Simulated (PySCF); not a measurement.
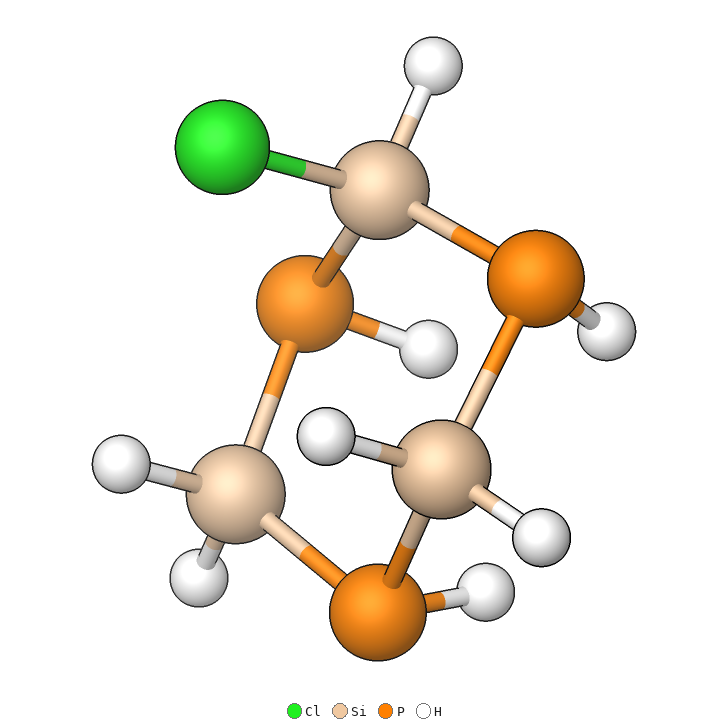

Rendered structure (ball-and-stick style). Every bond is drawn as one stick, whatever its order.

The geometry was computed by an optimisation with GFN2-xTB. No frequency run is at hand to confirm it as a minimum.

> What is the molecular formula?

ClH8P3Si3, 15 atoms: 1 chlorine, 8 hydrogen, 3 phosphorus and 3 silicon.

> Does it have rings?

Independent rings (smallest set): 1 of 6 members.

> How many bonds of each kind are drawn?

6 P–Si, 5 Si–H, 3 P–H, 1 Cl–Si.

The parts below concern this one geometry. Atoms keep their numbers from picture to picture.

**Geometry**

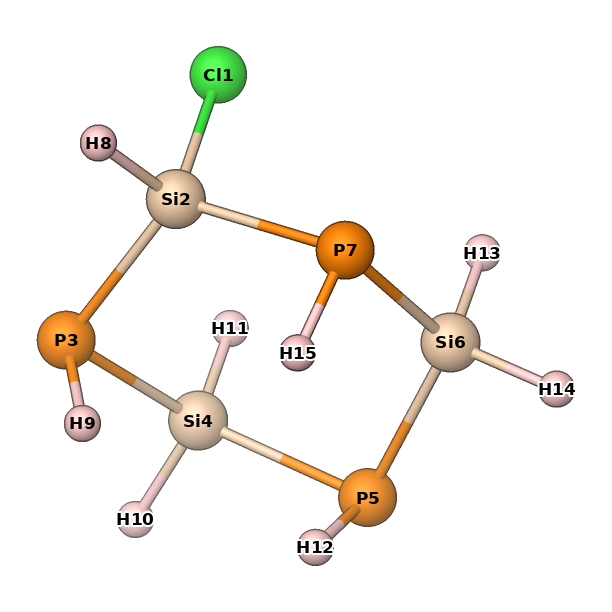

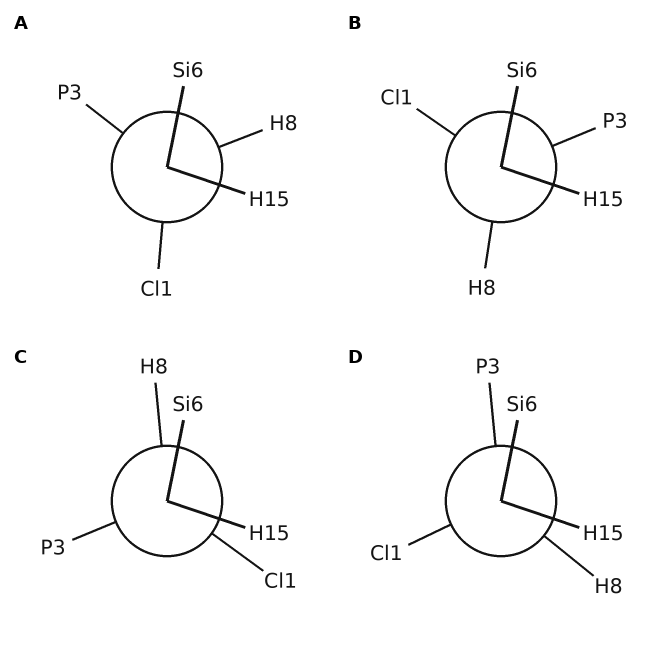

Distant atoms are faded towards the background colour. Bonds that would overlap in a projection are set slightly apart. No frequency run is at hand to confirm it as a minimum.

> Which Newman projection shows the view along P7–Si2, with P7 in front?

B. The torsion angle Si6–P7–Si2–Cl1 is −67°, synclinal (gauche).

**Electronic properties**

No frequency run is at hand to confirm it as a minimum. Properties computed with PBE0/pcSseg-1, gas phase (PySCF 2.14.0).

> Estimate the HOMO–LUMO gap.

6.24 eV.

> Estimate the dipole moment.

1.85 D.

> What is the HOMO energy (Kohn–Sham orbital)?

−7.11 eV.

**NMR shielding**

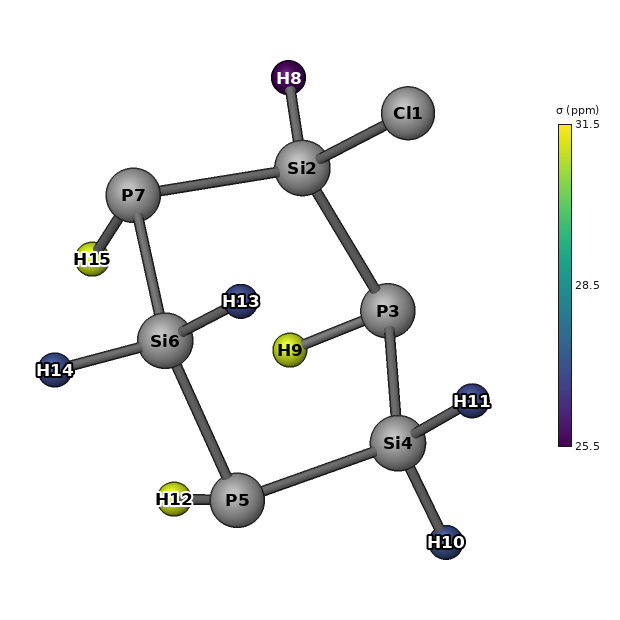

Atoms are coloured by their isotropic NMR shieldings (H only, the others grey). No frequency run is at hand to confirm it as a minimum. Method: GIAO PBE0/pcSseg-1 NMR shielding, non-relativistic, gas phase (PySCF 2.14.0).

Give the isotropic NMR shieldings of the H atoms atom by atom.

```tsv
atom	σ (ppm)
H8	25.55
H9	31.02
H10	26.96
H11	26.82
H12	31.04
H13	26.82
H14	26.94
H15	31.02
```

**Bond orders**

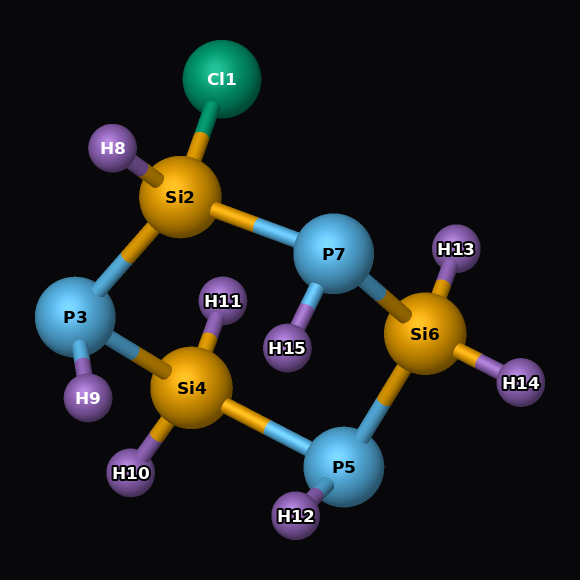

Every bond is drawn as one stick. No frequency run is at hand to confirm it as a minimum. Method: PBE0/pcSseg-1 (PySCF 2.14.0).

List the Mayer bond orders of Cl1–Si2, Si2–P3, Si2–P7, P3–Si4, Si4–P5, P5–Si6, Si6–P7 (bonds between heavy atoms, one of each equivalent set). Atoms whose distances differ by more than 0.02 Å in this geometry are listed apart.

```csv
bond,Mayer order,length (Å)
Cl1–Si2,0.95,2.025
Si2–P3,0.94,2.253
Si2–P7,0.94,2.254
P3–Si4,0.90,2.255
Si4–P5,0.93,2.250
P5–Si6,0.93,2.250
Si6–P7,0.90,2.255
```

The geometry is semi-empirical. Around P, Si such bond lengths and angles can be off by a tenth of an ångström or more and by several degrees, and values that hang on the shape move with them.
